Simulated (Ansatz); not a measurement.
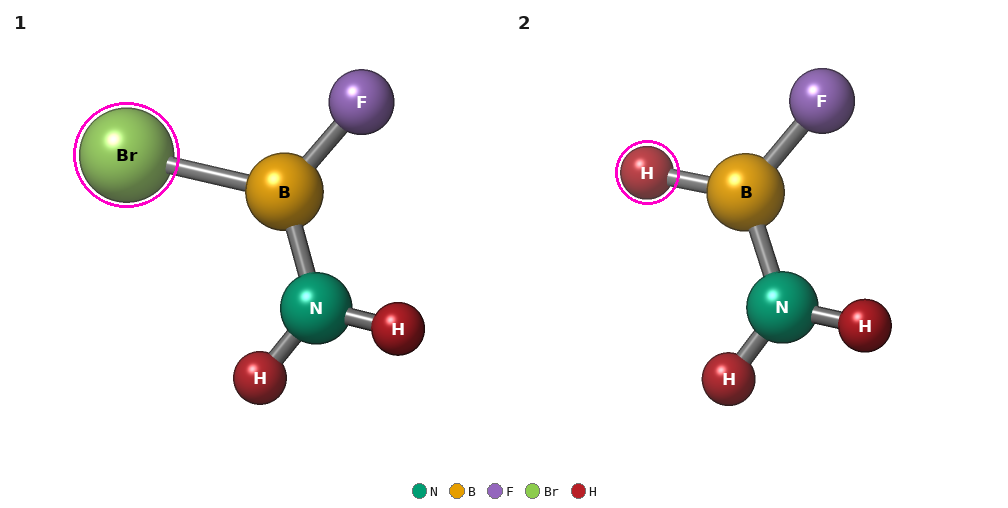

2 molecules with one skeleton, seen from the same side and at one scale; the atom that differs is circled. Each species is neutral and a spin singlet. Computed geometries: PBE0-D4/def2-TZVP optimisations, one conformation each. Properties computed with Ansatz 0.2.0.

One atom differs, called X below: Br in panel 1, H in panel 2. Their formulas are BBrFH2N (`NB(F)Br`), BFH3N (`NBF`).

In which is the dipole moment larger (B3LYP-D4/def2-TZVPP)?

In panel 1 (X = Br).

In which is the HOMO–LUMO gap larger (B3LYP-D4/def2-TZVPP)?

In panel 2 (X = H).

Give the values. With PBE0-D4/def2-TZVP: length of X–B (Å), angle F–B–X (°). With B3LYP-D4/def2-TZVPP: dipole moment (D), HOMO energy (Kohn–Sham orbital) (eV), HOMO–LUMO gap (eV).

```json
{"quantity": "length of X–B (Å)", "1 (Br)": "1.931", "2 (H)": "1.196", "2 − 1": "−0.735"}
{"quantity": "angle F–B–X (°)", "1 (Br)": "118.1", "2 (H)": "119.0", "2 − 1": "+0.9"}
{"quantity": "dipole moment (D)", "1 (Br)": "2.86", "2 (H)": "2.41", "2 − 1": "−0.45"}
{"quantity": "HOMO energy (Kohn–Sham orbital) (eV)", "1 (Br)": "−8.02", "2 (H)": "−8.32", "2 − 1": "−0.30"}
{"quantity": "HOMO–LUMO gap (eV)", "1 (Br)": "8.28", "2 (H)": "8.94", "2 − 1": "+0.66"}
```
